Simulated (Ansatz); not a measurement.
## Geometry relaxation of MoHCl2F5

MoHCl2F5, computed with RKS PBE-D4/def2-SVP (Ansatz 0.2.0).

The input holds or restrains some coordinates. It belongs to a series of runs on one base structure; here: pulled along the bonds that form and break, towards end B.

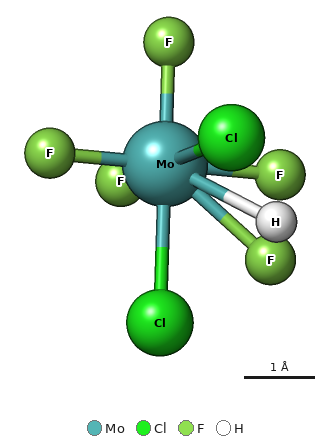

The structure as given in the input (ball-and-stick view, seen at a tilt). Sticks mark near contacts.

Input file:
```yaml
crystal:
  periodic: [false, false, false]
  atoms:
    - { symbol: Mo, position_ang: [0.0, 0.0, 0.0] }
    - { symbol: Cl, position_ang: [0.0, 0.0, 2.66] }
    - { symbol: Cl, position_ang: [2.31, 0.0, 0.0] }
    - { symbol: F, position_ang: [0.0, 1.77, 0.0] }
    - { symbol: F, position_ang: [-1.77, 0.0, 0.0] }
    - { symbol: F, position_ang: [0.0, -1.77, 0.0] }
    - { symbol: F, position_ang: [0.0, 0.0, -1.77] }
    - { symbol: F, position_ang: [1.3604, 1.4171, 0.6527] }
    - { symbol: H, position_ang: [1.0093, 1.0514, 1.8096] }
basis:
  gaussian: { orbitals: def2-SVP }
hamiltonian:
  xc: pbe
  dispersion: d4
relax:
  f_tol: 0.15
  max_steps: 25
  restrain:
    - { distance: [0, 7], at: 1.77, k: 30.0 }
    - { distance: [8, 1], at: 1.37, k: 30.0 }
    - { distance: [0, 1], at: 3.51, k: 30.0 }
    - { distance: [8, 7], at: 2.12, k: 30.0 }
```

Hardware: 4 threads of Arm Neoverse V2, 24 GiB of memory available, shared host.

Command:
```bash
ansatz run input.yaml --threads 4 --pin off --max-ram 5120MiB --backend cpu --events-out ev --progress --plain --runs-dir out
```

The program's output:
```
The last accepted step is kept in [file] (removed where the run ends without a failure and the disk answers)
Engine: ansatz 0.2.0, aarch64-unknown-linux-gnu
Functional definition: PBE
  parameter kappa = 0.804
  parameter beta = 0.06672455060314922
  exchange = pbe_x(kappa = kappa, mu = beta*pi^2/3)
  correlation = pbe_c(beta = beta)
1491 factors; their error is unknown
mean field evaluation 1: about -40447.0141 eV, gradient 8.1e1 eV
mean field evaluation 2: about -40180.0252 eV, gradient 3.5e2 eV
mean field evaluation 4: about -40441.6470 eV, gradient 8.6e1 eV
mean field evaluation 8: about -40458.2994 eV, gradient 2.9e-1 eV
mean field evaluation 16: about -40448.6434 eV, gradient 4.5e1 eV
mean field evaluation 32: about -40458.0035 eV, gradient 9.4e0 eV
mean field -40458.30023624 eV, -1486.8151100611 hartree, gradient 1.9e-5 eV, S^2 0.000000; 5 other end points of the search recorded, 0 dependent functions left out
the calculation of the forces begins
reference -40458.30030886 eV, -1486.8151127296 hartree; 47, 47 occupied and 95, 95 virtual orbitals, 1491 factors
relax step   1: F+E_penalty+E_count = -40458.61898871 eV  Δ(F+E_penalty+E_count) = +0.000e0 eV  max|allowed force component| = 1.399e1 eV/Å  E_restraint = 24.71269113 eV  max|allowed force component, restraints' pulls added| = 2.912e1 eV/Å  Δτ_max = 0.0000 Å  (167 SCF iters, accepted)
  distance Mo 0 - F 7 = 2.0700 Å
  distance H 8 - Cl 1 = 1.6874 Å
  distance Mo 0 - Cl 1 = 2.6600 Å
  distance H 8 - F 7 = 1.2631 Å
these checks for a lower state are left out or cut short: starts, cluster_reference, orbital_swaps, neighbouring_geometries, increment
1491 factors; their error is unknown
mean field -40461.01890406 eV, -1486.9150192604 hartree, gradient 4.6e-5 eV, S^2 0.000000; 0 other end points of the search recorded, 0 dependent functions left out
[... from here on the field's lines of each further geometry are left out, up to the last ...]
relax step   2: F+E_penalty+E_count = -40461.32664843 eV  Δ(F+E_penalty+E_count) = -2.708e0 eV  max|allowed force component| = 8.879e0 eV/Å  E_restraint = 12.08494132 eV  max|allowed force component, restraints' pulls added| = 2.059e1 eV/Å  Δτ_max = 0.1948 Å  (55 SCF iters, accepted)
relax step   3: F+E_penalty+E_count = -40462.76132488 eV  Δ(F+E_penalty+E_count) = -1.435e0 eV  max|allowed force component| = 6.578e0 eV/Å  E_restraint = 4.19631645 eV  max|allowed force component, restraints' pulls added| = 1.018e1 eV/Å  Δτ_max = 0.1950 Å  (52 SCF iters, accepted)
relax step   4: F+E_penalty+E_count = -40464.69217628 eV  Δ(F+E_penalty+E_count) = -1.931e0 eV  max|allowed force component| = 3.928e0 eV/Å  E_restraint = 0.44634826 eV  max|allowed force component, restraints' pulls added| = 3.928e0 eV/Å  Δτ_max = 0.1952 Å  (55 SCF iters, accepted)
relax step   5: F+E_penalty+E_count = -40465.84763804 eV  Δ(F+E_penalty+E_count) = -1.155e0 eV  max|allowed force component| = 1.674e0 eV/Å  E_restraint = 0.11600606 eV  max|allowed force component, restraints' pulls added| = 1.627e0 eV/Å  Δτ_max = 0.1948 Å  (49 SCF iters, accepted)
relax step   6: F+E_penalty+E_count = -40466.45100690 eV  Δ(F+E_penalty+E_count) = -6.034e-1 eV  max|allowed force component| = 1.533e0 eV/Å  E_restraint = 0.04918468 eV  max|allowed force component, restraints' pulls added| = 7.787e-1 eV/Å  Δτ_max = 0.1948 Å  (40 SCF iters, accepted)
relax step   7: F+E_penalty+E_count = -40466.82210898 eV  Δ(F+E_penalty+E_count) = -3.711e-1 eV  max|allowed force component| = 1.516e0 eV/Å  E_restraint = 0.04307879 eV  max|allowed force component, restraints' pulls added| = 7.210e-1 eV/Å  Δτ_max = 0.1999 Å  (40 SCF iters, accepted)
relax step   8: F+E_penalty+E_count = -40467.14961083 eV  Δ(F+E_penalty+E_count) = -3.275e-1 eV  max|allowed force component| = 1.019e0 eV/Å  E_restraint = 0.04655634 eV  max|allowed force component, restraints' pulls added| = 7.694e-1 eV/Å  Δτ_max = 0.1953 Å  (39 SCF iters, accepted)
relax step   9: F+E_penalty+E_count = -40467.41476824 eV  Δ(F+E_penalty+E_count) = -2.652e-1 eV  max|allowed force component| = 1.055e0 eV/Å  E_restraint = 0.04054928 eV  max|allowed force component, restraints' pulls added| = 8.086e-1 eV/Å  Δτ_max = 0.2000 Å  (39 SCF iters, accepted)
relax step  10: F+E_penalty+E_count = -40467.65126621 eV  Δ(F+E_penalty+E_count) = -2.365e-1 eV  max|allowed force component| = 1.423e0 eV/Å  E_restraint = 0.04289810 eV  max|allowed force component, restraints' pulls added| = 5.497e-1 eV/Å  Δτ_max = 0.1982 Å  (39 SCF iters, accepted)
relax step  11: F+E_penalty+E_count = -40467.84248829 eV  Δ(F+E_penalty+E_count) = -1.912e-1 eV  max|allowed force component| = 1.616e0 eV/Å  E_restraint = 0.04974451 eV  max|allowed force component, restraints' pulls added| = 3.870e-1 eV/Å  Δτ_max = 0.1949 Å  (39 SCF iters, accepted)
relax step  12: F+E_penalty+E_count = -40467.95160668 eV  Δ(F+E_penalty+E_count) = -1.091e-1 eV  max|allowed force component| = 1.654e0 eV/Å  E_restraint = 0.05013660 eV  max|allowed force component, restraints' pulls added| = 1.178e-1 eV/Å  Δτ_max = 0.1975 Å  (39 SCF iters, accepted)
relax step  13: F+E_penalty+E_count = -40467.97632120 eV  Δ(F+E_penalty+E_count) = -2.471e-2 eV  max|allowed force component| = 1.881e0 eV/Å  E_restraint = 0.05762200 eV  max|allowed force component, restraints' pulls added| = 3.381e-1 eV/Å  Δτ_max = 0.1943 Å  (39 SCF iters, accepted)
the calculation of the forces begins
reference -40467.71168301 eV, -1487.1609743504 hartree; 47, 47 occupied and 95, 95 virtual orbitals, 1491 factors
relax step  14: F+E_penalty+E_count = -40467.99219725 eV  Δ(F+E_penalty+E_count) = -1.588e-2 eV  max|allowed force component| = 1.605e0 eV/Å  E_restraint = 0.05292966 eV  max|allowed force component, restraints' pulls added| = 3.723e-2 eV/Å  Δτ_max = 0.0671 Å  (33 SCF iters, accepted)
  distance Mo 0 - F 7 = 1.8130 Å
  distance H 8 - Cl 1 = 1.3353 Å
  distance Mo 0 - Cl 1 = 3.5317 Å
  distance H 8 - F 7 = 2.1233 Å
1491 factors; their error is unknown
mean field evaluation 160: about -40467.7884 eV, gradient 2.9e-2 eV
```

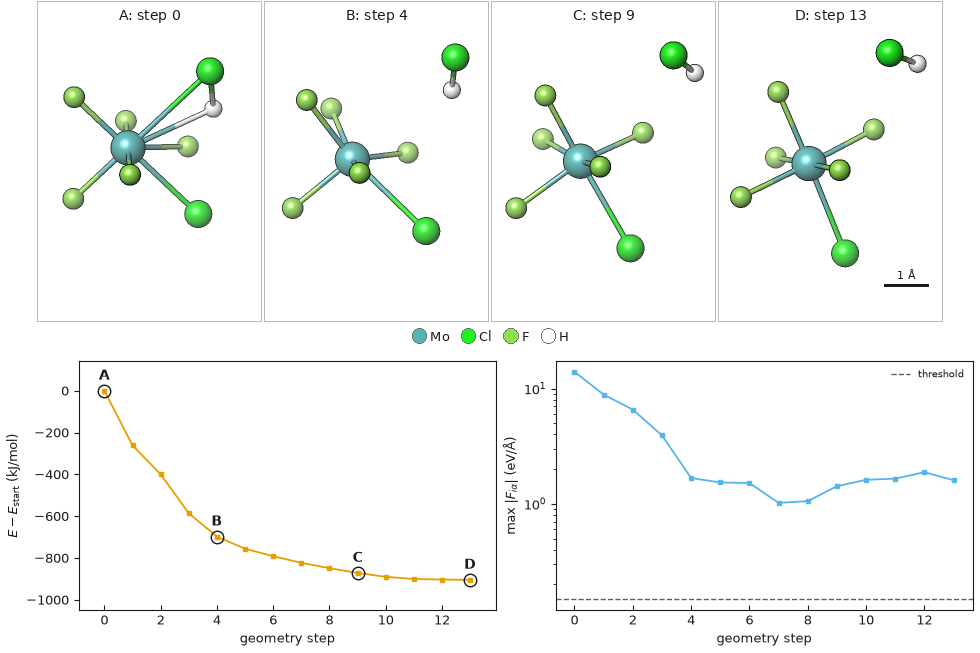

Frames of the restrained relaxation (ball-and-stick view, seen at a tilt) above the curves, on which the letters mark them (the first geometry is step 0 here and step 1 in the log).

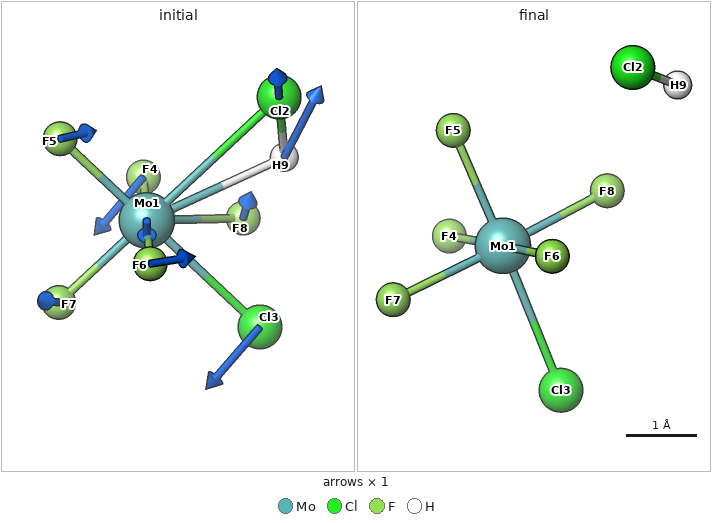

Before (left) and after (right) the restrained relaxation, at one scale (ball-and-stick view, seen at a tilt). The blue arrows give the displacements, at true length. The energy falls by 904.4 kJ/mol in 13 geometry steps. Largest force component: 14 eV/Å at the start, 1.6 eV/Å at the end. The largest move after the best rigid fit is that of H9, 1.42 Å. Largest moves by element: H 1.42 Å, Cl 1.26 Å, F 1.21 Å, Mo 0.59 Å. Distances before and after: Mo1–H9 2.324 → 3.428 Å, Mo1–Cl2 2.660 → 3.532 Å, Cl2–H9 1.687 → 1.335 Å, Mo1–F8 2.070 → 1.813 Å. Bonds break: Mo1–Cl2 (2.66 → 3.53 Å). Among the angles that change: F7–Mo1–F8 108.4° → 177.2°, F4–Mo1–F8 46.8° → 88.8°, Cl3–Mo1–F8 48.9° → 90.4°. (Atoms are counted from 1 in the order of the input.)

```
mean field -40467.71161050 eV, -1487.1609716859 hartree, gradient 1.6e-5 eV, S^2 0.000000; 5 other end points of the search recorded, 0 dependent functions left out
the calculation of the forces begins
reference -40467.71168301 eV, -1487.1609743504 hartree; 47, 47 occupied and 95, 95 virtual orbitals, 1491 factors
Total energy: -40467.99226975 eV, -1487.1712857229 hartree
Atom 0 at     0.342013     0.286250    -0.347721 Å, force    -0.437039    -0.546679    -1.605220 eV/Å
Atom 1 at    -0.346906    -0.262977     3.072265 Å, force     0.582284     0.661195     0.636034 eV/Å
Atom 2 at     2.409158     0.042991    -1.312754 Å, force     0.013223    -0.001632    -0.006897 eV/Å
Atom 3 at     0.117302     1.902027    -1.221880 Å, force    -0.008765     0.015878    -0.004109 eV/Å
Atom 4 at    -1.338355     0.499899     0.386169 Å, force     0.000136     0.010155    -0.017476 eV/Å
Atom 5 at     0.528158    -1.345235     0.481972 Å, force     0.013869    -0.004401    -0.010876 eV/Å
Atom 6 at    -0.448871    -0.551128    -1.794819 Å, force     0.000868    -0.010935     0.006098 eV/Å
Atom 7 at     1.082146     1.184548     1.042314 Å, force     0.582375     0.664834     0.920676 eV/Å
Atom 8 at     0.565056     0.712126     3.046753 Å, force    -0.746951    -0.788416     0.081771 eV/Å
Dipole moment:     0.282739     0.138587     0.103703 e Å
```

Trajectory as extended XYZ (Å, eV, eV/Å), 12 of the 14 frames kept, from step=1 to step=14:
```
9
Properties=species:S:1:pos:R:3:forces:R:3 step=1 energy=-40458.61899
Mo    0.0000    0.0000    0.0000    1.8876  -0.6083   1.0138
Cl    0.0000    0.0000    2.6600    0.9429   1.1385  -1.3879
Cl    2.3100    0.0000    0.0000    6.1551  -7.6731  -3.4573
F     0.0000    1.7700    0.0000  -13.9885   7.2869  -6.9381
F    -1.7700    0.0000    0.0000   -3.3586  -0.4595   0.7818
F     0.0000   -1.7700    0.0000   -0.2070  -3.1642   0.4038
F     0.0000    0.0000   -1.7700   -0.0083   0.0402  -3.1101
F     1.3604    1.4171    0.6527    9.0034   3.8644  11.9203
H     1.0093    1.0514    1.8096   -0.4266  -0.4249   0.7738
9
Properties=species:S:1:pos:R:3:forces:R:3 step=2 energy=-40461.32665
Mo    0.0476    0.0419   -0.1149    1.0577   0.0365   3.0870
Cl    0.0403    0.0442    2.8225    1.3749   1.4933  -2.0439
Cl    2.3675   -0.0683   -0.0344    4.3799  -6.1107  -2.3809
F    -0.1036    1.8303   -0.0635   -8.8794   4.2554  -3.7619
F    -1.7780   -0.0056    0.0070   -1.0145  -0.4644   0.7056
F     0.0027   -1.7785   -0.0005   -0.1745  -0.9545   0.4612
F    -0.0010    0.0014   -1.8369    0.0255  -0.0332  -4.4431
F     1.3967    1.4271    0.5988    4.2492   2.8241   7.0344
H     0.9375    0.9760    1.9742   -1.0190  -1.0466   1.3415
9
Properties=species:S:1:pos:R:3:forces:R:3 step=3 energy=-40462.76132
Mo    0.1095    0.0965   -0.1986   -0.2393  -0.5342   3.6997
Cl    0.0676    0.0736    2.9472    1.0298   1.0966  -1.6578
Cl    2.4160   -0.1422   -0.0595    3.3323  -5.4433  -1.7284
F    -0.1994    1.8747   -0.0950   -6.5785   2.6861  -2.2203
F    -1.7656   -0.0115    0.0170    0.5947  -0.2966   0.4933
F     0.0020   -1.7672    0.0077    0.0646   0.5980   0.3681
F     0.0001    0.0013   -1.9019    0.0567  -0.0370  -4.6337
F     1.4188    1.4385    0.4967    2.4975   2.7182   4.3973
H     0.8608    0.9049    2.1387   -0.7578  -0.7879   1.2819
9
Properties=species:S:1:pos:R:3:forces:R:3 step=5 energy=-40465.84764
Mo    0.2230    0.2267   -0.2961   -1.3448  -1.3104   0.7653
Cl    0.0779    0.0888    3.1731    0.5864   0.6143  -1.0670
Cl    2.4822   -0.5050   -0.1525    0.1565  -1.4901  -0.7637
F    -0.5248    1.9339   -0.1784   -1.6273   0.1861  -1.0555
F    -1.6372   -0.0384    0.0497    0.9319  -0.1833   0.1185
F     0.0502   -1.6293    0.0400    0.0926   0.8212   0.1237
F     0.0525    0.0417   -2.0658    0.3207   0.3747  -0.6667
F     1.3724    1.4823    0.4173    1.2701   1.3809   1.6744
H     0.8136    0.8678    2.3651   -0.3861  -0.3934   0.8710
9
Properties=species:S:1:pos:R:3:forces:R:3 step=6 energy=-40466.45101
Mo    0.2285    0.2510   -0.2832   -1.2726  -1.1827  -0.6759
Cl    0.0763    0.0808    3.2063    0.7133   0.7658  -1.0245
Cl    2.4546   -0.6382   -0.2920   -0.0251  -0.1691  -0.4718
F    -0.6333    1.9316   -0.3332   -0.1343  -0.1241  -0.7620
F    -1.5883   -0.0746    0.0762    0.2028   0.0346   0.2226
F     0.0525   -1.5774    0.0694    0.0726   0.0535   0.2013
F     0.1395    0.1061   -2.0879    0.1145   0.2765   0.1252
F     1.3243    1.4733    0.5046    0.8929   0.9441   1.5329
H     0.8557    0.9159    2.4920   -0.5642  -0.5986   0.8522
9
Properties=species:S:1:pos:R:3:forces:R:3 step=7 energy=-40466.82211
Mo    0.2394    0.2558   -0.2867   -0.8560  -0.7622  -0.9358
Cl    0.0146    0.0330    3.2007    0.8018   0.8422  -0.7917
Cl    2.4539   -0.6050   -0.4891   -0.0560   0.0717  -0.3595
F    -0.5883    1.9360   -0.5157    0.1195  -0.2226  -0.6449
F    -1.5534   -0.0344    0.1547    0.0425   0.1271   0.1868
F     0.0807   -1.5459    0.1591    0.1138  -0.0673   0.1842
F     0.1356    0.0742   -2.0931   -0.0859   0.1108   0.1121
F     1.2822    1.4407    0.6132    0.6060   0.6191   1.5164
H     0.8450    0.9142    2.6092   -0.6856  -0.7189   0.7324
9
Properties=species:S:1:pos:R:3:forces:R:3 step=8 energy=-40467.14961
Mo    0.2476    0.2540   -0.3074   -0.6355  -0.3756  -0.7582
Cl   -0.0197   -0.0038    3.1838    0.9584   0.9984  -0.4895
Cl    2.4518   -0.5600   -0.6371   -0.1603   0.2528  -0.2240
F    -0.5305    1.9281   -0.7020    0.3762  -0.3221  -0.2170
F    -1.5294    0.0078    0.2067    0.1094   0.2389   0.0803
F     0.1051   -1.5297    0.2155    0.1575   0.0446   0.0369
F     0.1029    0.0492   -2.1106   -0.1137  -0.2008  -0.0338
F     1.2170    1.3896    0.7375    0.2240   0.3255   1.0194
H     0.8649    0.9333    2.7659   -0.9160  -0.9617   0.5859
9
Properties=species:S:1:pos:R:3:forces:R:3 step=9 energy=-40467.41477
Mo    0.2689    0.2742   -0.3219   -0.6705  -0.4677  -1.0548
Cl   -0.0716   -0.0809    3.1597    0.9988   1.0460  -0.1534
Cl    2.4518   -0.4507   -0.7787   -0.0821   0.3190  -0.1081
F    -0.4103    1.9429   -0.8612    0.4126  -0.3267  -0.0686
F    -1.4872    0.1017    0.2586    0.0188   0.2719   0.0284
F     0.1586   -1.4723    0.3044    0.1751   0.0296  -0.0147
F     0.0074   -0.0924   -2.0984   -0.1375  -0.1708   0.0637
F     1.1559    1.3661    0.8306    0.2824   0.3465   0.8431
H     0.8362    0.8799    2.8592   -0.9976  -1.0479   0.4644
9
Properties=species:S:1:pos:R:3:forces:R:3 step=10 energy=-40467.65127
Mo    0.2826    0.2810   -0.3255   -0.6143  -0.5349  -1.4228
Cl   -0.1302   -0.1316    3.1488    0.9008   0.9220   0.1002
Cl    2.4543   -0.3007   -0.9041   -0.0253   0.2552  -0.1080
F    -0.2553    1.9469   -0.9847    0.3332  -0.2754  -0.0306
F    -1.4613    0.1985    0.2906    0.0101   0.2045   0.0508
F     0.2210   -1.4406    0.3536    0.1139   0.0468   0.0159
F    -0.1147   -0.2392   -2.0496   -0.0894  -0.0884   0.1678
F     1.1178    1.3314    0.8990    0.3067   0.4256   0.8796
H     0.7956    0.8228    2.9243   -0.9357  -0.9554   0.3472
9
Properties=species:S:1:pos:R:3:forces:R:3 step=12 energy=-40467.95161
Mo    0.2989    0.2781   -0.3502   -0.4055  -0.5213  -1.6539
Cl   -0.2105   -0.2127    3.1095    0.6357   0.6802   0.5708
Cl    2.4404   -0.0300   -1.1289   -0.0347   0.0620  -0.0523
F     0.0406    1.9129   -1.1913    0.0785  -0.1178   0.0377
F    -1.4155    0.3976    0.3272    0.0362   0.0794   0.0078
F     0.3650   -1.3945    0.4195    0.0557   0.0437   0.0221
F    -0.3364   -0.4611   -1.9230   -0.0322  -0.0289   0.0758
F     1.0179    1.2210    1.0205    0.4565   0.6245   0.8677
H     0.7092    0.7571    3.0690   -0.7902  -0.8217   0.1244
9
Properties=species:S:1:pos:R:3:forces:R:3 step=13 energy=-40467.97632
Mo    0.3333    0.2807   -0.3444   -0.5142  -0.5735  -1.8813
Cl   -0.3100   -0.2730    3.0894    0.6046   0.6886   0.6338
Cl    2.4178    0.0591   -1.3001   -0.0811  -0.0982   0.1912
F     0.1375    1.8876   -1.2479   -0.1264  -0.0346   0.0878
F    -1.3539    0.4973    0.3814    0.0653   0.0300  -0.1529
F     0.4641   -1.3517    0.5012    0.1546   0.1075  -0.1566
F    -0.4203   -0.5468   -1.8319    0.0584   0.1002   0.3381
F     1.0362    1.2145    1.0426    0.6099   0.5847   0.8514
H     0.6050    0.7008    3.0619   -0.7711  -0.8048   0.0884
9
Properties=species:S:1:pos:R:3:forces:R:3 step=14 energy=-40467.99220
Mo    0.3420    0.2863   -0.3477   -0.4370  -0.5467  -1.6052
Cl   -0.3469   -0.2630    3.0723    0.5823   0.6612   0.6360
Cl    2.4092    0.0430   -1.3128    0.0132  -0.0016  -0.0069
F     0.1173    1.9020   -1.2219   -0.0088   0.0159  -0.0041
F    -1.3384    0.4999    0.3862    0.0001   0.0102  -0.0175
F     0.5282   -1.3452    0.4820    0.0139  -0.0044  -0.0109
F    -0.4489   -0.5511   -1.7948    0.0009  -0.0109   0.0061
F     1.0821    1.1845    1.0423    0.5824   0.6648   0.9207
H     0.5651    0.7121    3.0468   -0.7470  -0.7884   0.0818
```

Results in brief:

- outcome: converged under the restraints of the input
- total energy: −40467.9923 eV
- mean-field energy: −40467.7117 eV
- largest force (length of the vector) at the end, held atoms and coordinates included: 1.751 eV/Å
- wall time: 33 s (CPU time 2.1 min)
- peak memory: 0.23 GiB

The run takes a singlet; with an open-shell metal another spin state may lie lower.
